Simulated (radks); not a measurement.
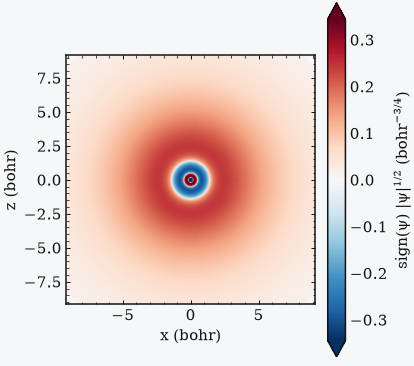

*One occupied orbital is shown. In the xz plane through the nucleus, the colour gives the signed square root of ψ. The radial function comes from the spherical calculation and is multiplied by a real spherical harmonic; the overall sign is chosen so that the largest lobe of P(r) is positive; at the scalar-relativistic level it is the large component.*

It is 5s. It has no angular node and 4 radial nodes, at r = 0.0458, 0.184, 0.517 and 1.41 bohr; only the outer 2 can be made out at this scale. The outermost maximum of P² lies at 3.08 bohr, ⟨r⟩ = 3.73 bohr, 90 % of the charge lies within 5.61 bohr, and the eigenvalue is −3.98 eV, with 1 electron in the shell.

Run report: Nb, atomic calculation

System: a free Nb atom in the configuration [Kr] 4d4 5s1.
Method: scalar-relativistic Kohn-Sham, PBE, spin-unpolarised, spherical densities, finite nucleus (the in-house radial solver radks).

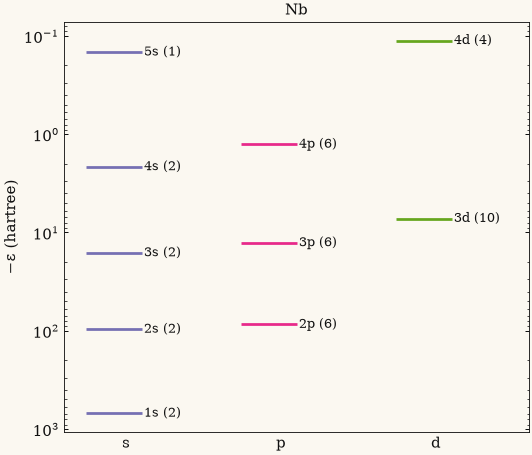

*All occupied levels, on a logarithmic scale of binding energy, are drawn (occupations in brackets).*

The highest occupied level is 4d at −0.112 hartree. The highest 5 occupied levels, from the top down, are 4d (−0.112 hartree), 5s (−0.146 hartree), 4p (−1.27 hartree), 4s (−2.15 hartree), 3d (−7.21 hartree).

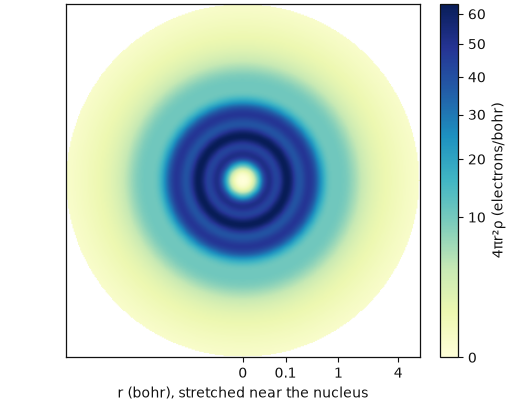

*The radial density 4πr²ρ as a disc about the nucleus, with the radius drawn as r to the power 0.35.*

There are 4 maxima, at r = 0.0253, 0.112, 0.355 and 1.02 bohr, parted by minima at 0.0512, 0.227 and 0.904 bohr, inside which lie 2.0, 11.1 and 29.4 electrons. The outermost maximum rises little above the minimum before it. The configuration has 5 principal shells, so not every shell has a maximum of its own.

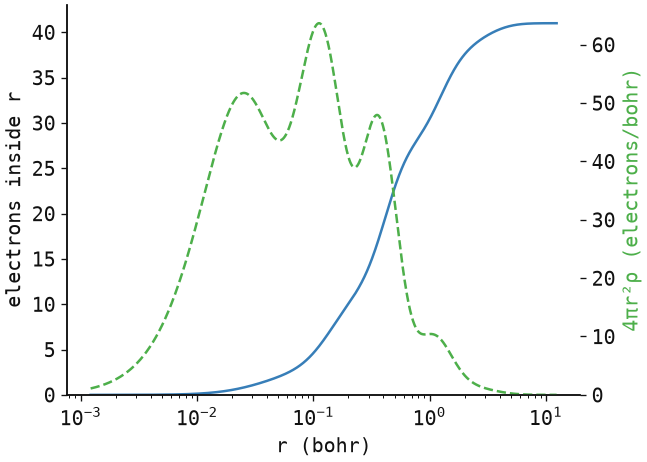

*The number of electrons inside radius r (solid) and the radial density 4πr²ρ (dashed).*

The count levels off at 41 electrons. Half of them lie within 0.438 bohr, 90 % within 1.83 bohr and 99 % within 4.60 bohr. The radial density has minima at 0.0512, 0.227 and 0.904 bohr, where the count stands at 2.0, 11.1 and 29.4; these part the shells that the density resolves.

Input and output of the run follow.

### Input
```
Z 41
configuration [Kr] 4d4 5s1
relativity scalar-relativistic
functional pbe,pbe
spin unpolarised
nucleus finite rms 4.324 fm
c 137.035999084
```

Energies in input and log are in hartree, lengths in bohr (the nuclear radius in fm).

### Log
```
1s      1   2.0000        -691.18231678
2s      1   2.0000         -96.67958445
2p      1   6.0000         -86.32707330
3s      1   2.0000         -16.13085088
3p      1   6.0000         -12.74623447
3d      1  10.0000          -7.21358611
4s      1   2.0000          -2.14587773
4p      1   6.0000          -1.26863353
4d      1   4.0000          -0.11173350
5s      1   1.0000          -0.14633567
Etot -3819.5635741068286
Ekin 3932.629408199938
Encl -9202.002158164294
Eh 1568.4739045579981
Exc -118.66472870047137
err 4.539862165721133e-09
it 16
```

### Summary

- outcome: converged
- total energy: −3819.5636 hartree
- kinetic energy: 3932.6294 hartree
- electron–nucleus energy: −9202.0022 hartree
- Hartree energy: 1568.4739 hartree
- exchange–correlation energy: −118.664729 hartree
- radius at density 0.001 e/bohr³: 4.83 bohr
- SCF iterations: 16
- hardware: 1 CPU thread, shared host
